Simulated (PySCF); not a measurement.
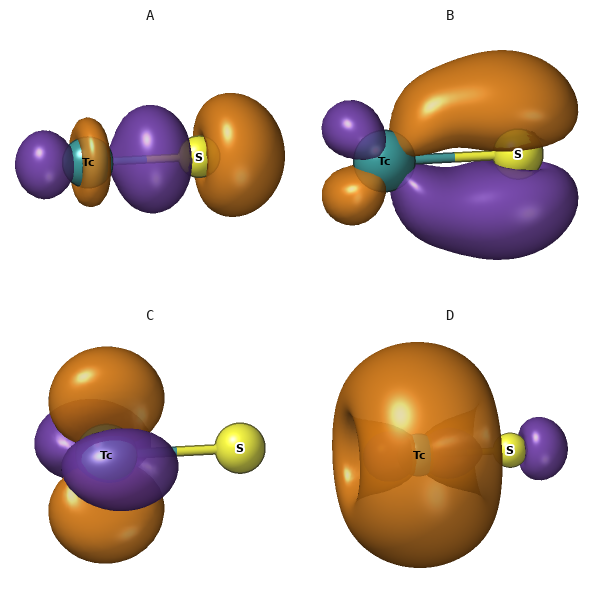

Figure 1: TcS (sextet). Four frontier β-spin orbitals, each drawn at the value that holds 80 % of its norm (orange and purple are the two phases), in no order; of a degenerate pair one member is drawn.

Core potentials replace the inner electrons of Tc.

Computed with PBE0/def2-TZVPP, non-relativistic Hamiltonian with scalar-relativistic core potentials where named, at a bond length of 2.112 Å (PySCF 2.14.0).

> Label each orbital by symmetry, say whether it is occupied, and order them by energy.

Orbital A: σ, occupied in this spin, −8.38 eV; mainly on S (70 %).
Orbital B: π, occupied in this spin, −7.24 eV; bonding, with no node between the atoms.
Orbital D: σ, empty in this spin, −2.57 eV; mainly on Tc (90 %).
Orbital C: δ, empty in this spin, −2.12 eV; almost wholly on Tc.
